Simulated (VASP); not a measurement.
Band structure of SnO (space group P4/nmm). These are PBE GGA, VASP's PBE PAW potentials (set 64) (plane waves; VASP) values and carry that method's errors.

The path is coarsely sampled, so an indirect gap can come out somewhat too large. Unless said otherwise, spin-orbit coupling is left out, though it shifts the bands of the heavy elements here.

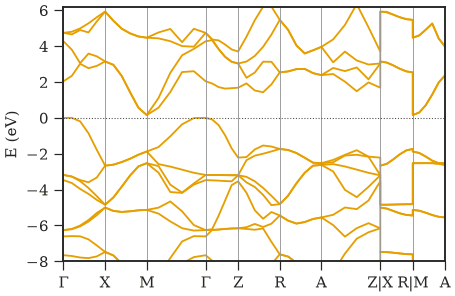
*Bands along high-symmetry lines, zero at the valence-band maximum or, without a gap, the Fermi level*

Q: Read the plot: is there a gap, and where are the band edges?

A: The gap is indirect, 0.15 eV, from the valence maximum at Γ-X at 0.20 to the conduction minimum at M.

The structure comes from a computed database's SnO entry; how it stands against other phases isn't given here. The cell was not relaxed at this level.
